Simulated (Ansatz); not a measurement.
System: C₂H₆B₂ (SMILES BBC=C).

The calculation's input:

```
crystal:
  periodic: [false, false, false]
  atoms:
    - { symbol: B, position_ang: [-1.6422, 0.5546, -1.0269] }
    - { symbol: B, position_ang: [-0.1102, 0.2602, -0.6846] }
    - { symbol: C, position_ang: [0.2535, -0.315, 0.7059] }
    - { symbol: C, position_ang: [1.6292, -0.5838, 1.0229] }
    - { symbol: H, position_ang: [-1.975, 1.0286, -2.1158] }
    - { symbol: H, position_ang: [-2.5341, 0.4201, -0.2362] }
    - { symbol: H, position_ang: [0.7505, 0.4671, -1.4967] }
    - { symbol: H, position_ang: [-0.4534, -0.4775, 1.449] }
    - { symbol: H, position_ang: [2.363, -0.4119, 0.3567] }
    - { symbol: H, position_ang: [1.8017, -0.9936, 2.0286] }
basis:
  gaussian: { orbitals: cc-pVDZ }
hamiltonian:
  xc: b3lyp
relax:
  f_tol: 0.015
  max_steps: 40
output:
  orbitals: {}
```

Command:

```sh
ansatz run input.yaml --threads 1 --pin off --max-ram 2048MiB --backend cpu --events-out ev --progress --plain --runs-dir out
```

The fields are those of the relaxed geometry.

Computed with RKS B3LYP/cc-pVDZ (Ansatz 0.2.0).

**What will maps of the electron density and electron localisation function show?**

C–C (1.35 Å): ρ at the midpoint is about 2.2 e/Å³; the ELF peaks at about 0.95 between the atoms (localised, covalent bonding).
C–B (1.55 Å): ρ at the midpoint is about 1.4 e/Å³; the ELF peaks at about 0.95 between the atoms: a covalent bond.
B–B (1.65 Å): the density is about 1.2 e/Å³ at the midpoint; the ELF peaks at about 1 between the atoms: localised, covalent bonding.
C–H (1.10 Å): ρ is about 2 e/Å³ halfway; the ELF climbs to about 1 towards the hydrogen, as it does in any bond to H: a covalent bond by its length.

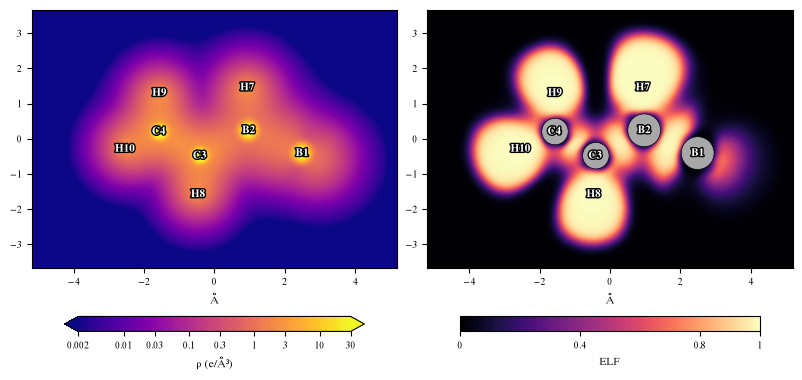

Computed electron density and electron localisation function on the plane of atoms B2, C3 and C4, in this order. Grey discs cover the atomic cores in the ELF map. 
